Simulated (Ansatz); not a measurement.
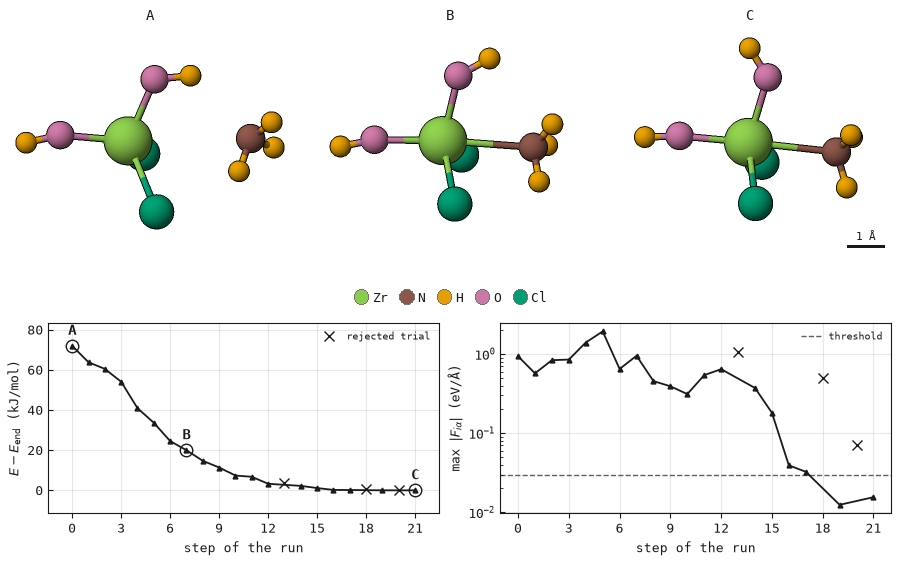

Frames of a relaxation of ZrNH5O2Cl2, marked on the history of the run. A ball-and-stick model, seen face on.

The run prepares an end point of a later path (reaction) calculation, from a guessed geometry.

These are results of RKS PBE0/def2-SVP in Ansatz 0.2.0, not measurements. (no spin polarisation; force threshold 0.03 eV/Å; at most 50 steps)

### Describe the path.

After 18 accepted moves (21 points after the start) the energy has fallen by 72.0 kJ/mol. The largest force component goes from 0.94 to 0.016 eV/Å. The line search rejected the trial steps at points 13, 18, 20 of the run. The forces were under the threshold at step 19, but the run went on from there. The atom that moves furthest after the best rigid fit is an H atom (1.40 Å). By element the largest moves are H 1.40 Å, Cl 0.61 Å, Zr 0.59 Å, N 0.58 Å, O 0.54 Å. Near-neighbour distances that change, for instance: H–Zr 4.150 → 2.955 Å, H–Zr 4.031 → 2.965 Å, N–Zr 3.403 → 2.437 Å, H–Zr 3.278 → 2.982 Å. New bonds form, among them: N–Zr (3.40 → 2.44 Å). Bond angles that change, for instance: Zr–O–H 117.8° → 133.0°, Cl–Zr–Cl 110.5° → 120.7°, Zr–O–H 162.6° → 172.5°. The run took 3.5 min on 4 threads of AMD EPYC 7571 (shared host), peak memory 0.4 GiB. From step 0 to 7: an H atom moves most (0.82 Å), energy −52.0 kJ/mol. From step 7 to 21: an H atom moves most (1.10 Å), energy −20.0 kJ/mol.

```csv
step,"E − E(0), kJ/mol","largest force component, eV/Å",note
0,0.00,0.9358,
1,-8.17,0.5702,
2,-11.47,0.8357,
3,-17.88,0.8505,
4,-31.05,1.3972,
5,-38.34,1.9298,
6,-47.44,0.6472,
7,-52.02,0.9504,
8,-57.28,0.4545,
9,-60.61,0.3911,
10,-64.62,0.3117,
11,-65.23,0.5408,
12,-68.71,0.6437,
13,-68.48,1.0490,rejected
14,-69.77,0.3721,
15,-70.84,0.1807,
16,-71.78,0.0392,
17,-71.81,0.0325,
18,-71.32,0.5022,rejected
19,-71.98,0.0124,
20,-71.87,0.0704,rejected
21,-71.99,0.0155,
```

Limits of the set-up: the start holds two separate molecules, 2.4 Å apart at their closest, whose relative position is a soft coordinate and is computed without a dispersion correction.
